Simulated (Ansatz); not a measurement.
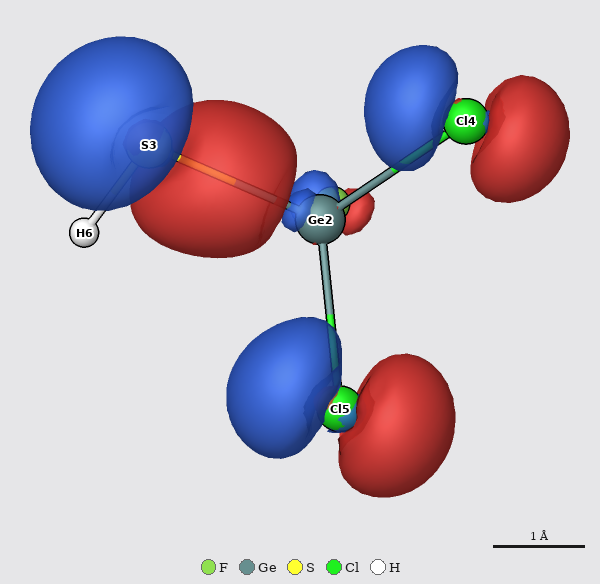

Figure 1: Cl2FGeHS (SMILES [F][Ge]([SH])([Cl])[Cl]). The HOMO−1 at ±0.15 Å⁻³ᐟ² (blue and red are the two phases), seen at a tilt.

Geometry: PBE0-D4/def2-TZVP.

Method: isolated molecule in a Gaussian basis; Hartree-Fock in Ansatz.

```yaml
atoms:
  - { symbol: F, position_ang: [1.0269, -1.4070, -0.6912] }
  - { symbol: Ge, position_ang: [-0.1481, -0.1956, -0.3599] }
  - { symbol: S, position_ang: [-0.2444, 0.2400, 1.7748] }
  - { symbol: Cl, position_ang: [-2.0165, -0.9530, -0.9977] }
  - { symbol: Cl, position_ang: [0.4389, 1.4653, -1.5405] }
  - { symbol: H, position_ang: [0.9853, 0.7863, 1.7685] }
```

Question: What is the character of this orbital?

Answer: It lies mainly on S3 (about 40 %), Cl5 (about 30 %), Cl4 (about 15 %) and Ge2 (about 10 %); largely a combination of lone pairs on S3, Cl5 and Cl4. Its energy is −12.85 eV.
